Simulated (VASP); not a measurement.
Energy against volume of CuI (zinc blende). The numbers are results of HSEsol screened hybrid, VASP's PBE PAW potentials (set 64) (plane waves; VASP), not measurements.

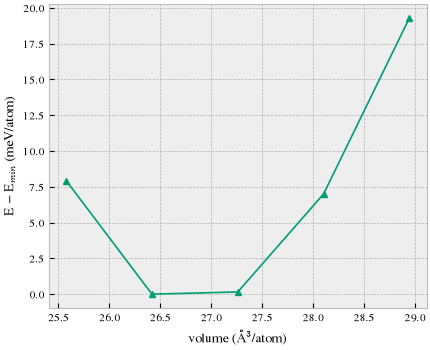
Fig. 1. Energy against volume

Q: Estimate the equilibrium volume and the bulk modulus.

A: The minimum lies near 26.8 Å³/atom, and the curvature gives B0 of about 45 GPa.

The compound is CuI in the zinc blende structure. It was relaxed first. The cell's shape comes from a PBE relaxation.
